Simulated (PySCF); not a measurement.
# C₄H₈O₃Si (SMILES C=C(OC)C(=O)O[SiH3]): what the fields show

Input file:

```
{"job": {"kind": "nmr", "xc": "PBE0", "basis": "pcSseg-1"}, "charge": 0, "multiplicity": 1}
C     -1.810307     0.931603    -0.577586
C     -0.765020     0.232759    -0.131630
O     -0.775453    -0.874532     0.648192
C     -2.032492    -1.365323     1.049939
C      0.615592     0.667432    -0.498724
O      0.847314     1.629777    -1.188150
O      1.564927    -0.097229     0.000581
Si     3.175604     0.201238    -0.279679
H     -1.621216     1.792229    -1.191737
H     -2.833272     0.686790    -0.360156
H     -1.828994    -2.244251     1.658285
H     -2.574382    -0.623586     1.645190
H     -2.640446    -1.649498     0.185194
H      3.518538     1.512264     0.258995
H      3.432754     0.122054    -1.712885
H      3.719255    -0.912782     0.482759
```

Run with:

```sh
OMP_NUM_THREADS=1 python probes_run.py task.json out
```

Geometry: GFN2-xTB.

The calculation used PySCF, PBE0/pcSseg-1, SCF density, gas phase, non-relativistic.

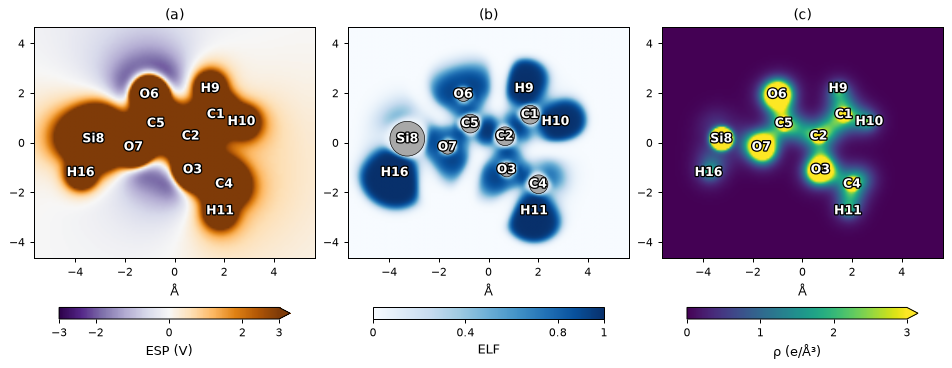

Figure 1. (a) electrostatic potential; (b) ELF; (c) total electron density on the plane of atoms O6, C5 and O7. Grey discs cover the atomic cores in the ELF map.

### What does the map show?

- The section cuts through C, O, Si and H sites.
- C–O (1.21 Å): the density is about 3.3 e/Å³ at the midpoint; the ELF peaks at about 0.85 between the atoms: a short, multiple covalent bond.
- C–C (1.33 Å): ρ is about 2.3 e/Å³ halfway; the ELF peaks at about 0.95 between the atoms: a multiple bond.
- Si–O (1.66 Å): ρ at the midpoint is about 1.1 e/Å³; the ELF peaks at about 0.90 between the atoms: a polar covalent bond.
- C–H (1.07 Å): ρ at the midpoint is about 2.1 e/Å³; the ELF climbs to about 1 towards the hydrogen, as it does in any bond to H: a covalent bond by its length.
- C–O (1.32 Å): ρ is about 2.5 e/Å³ halfway; the ELF peaks at about 0.90 between the atoms: a shared but strongly polarised pair.
- The ELF also peaks beside O3, O7 and O6, away from the bonds: lone-pair regions.
- Outside the dense part of the molecule the potential is most negative (−2.0 V) near O6.

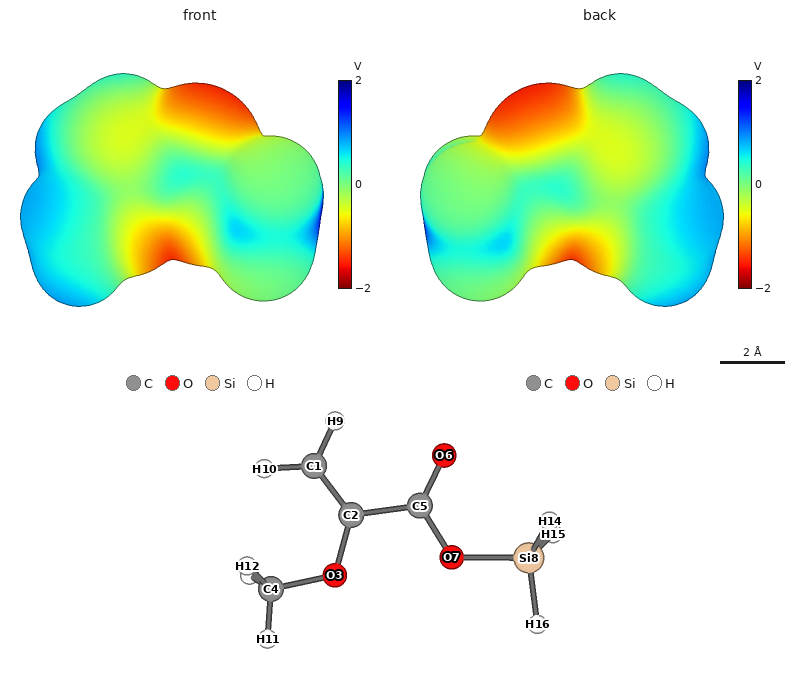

Figure 2. The molecular electrostatic potential painted on the density surface at 0.001 e/bohr³, seen from the front and from behind; the colour scale runs from red (negative) to blue (positive). The bare structure is drawn below in the same view.

### Describe the electrostatic potential map.

The most negative region (about −1.5 V) lies over O3 and O6, the most positive (about +1.3 V) over Si8.

### How polar is the molecule by this calculation?

Its dipole moment is 2.38 D.
